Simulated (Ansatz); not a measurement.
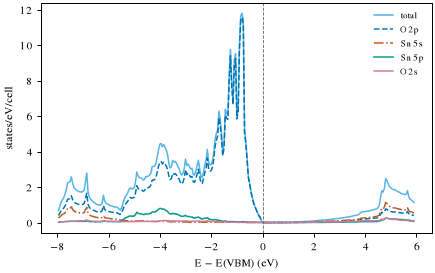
Total and projected density of states of SnO$_{2}$ (rutile, P4_2/mnm), DFT-PBEsol in the program Ansatz with PAW potentials

### Question
Which orbitals carry the states next to the gap?

### Answer
Top 1 eV of the valence band: O 2p 98 %. Bottom 1 eV of the conduction band: Sn 5s 52 %, O 2s 25 %, O 2p 18 %. Projections are on Löwdin-orthogonalised atomic valence shells; empty p or d shells of many metals are not among them.

### Question
Where is the tallest occupied peak in this window, and what makes it?

### Answer
Near -0.8 eV, about 12 states/eV per cell; the largest projected share is O 2p.

The PBEsol relaxation kept the symmetry of its start. Scalar-relativistic: spin–orbit coupling is off unless named, which matters more the heavier the elements.

Potentials: the earlier of the program's two PAW sets. The files were generated under PBE; for other functionals the program regenerates the frozen cores, and for LDA and PBEsol the local potential too.
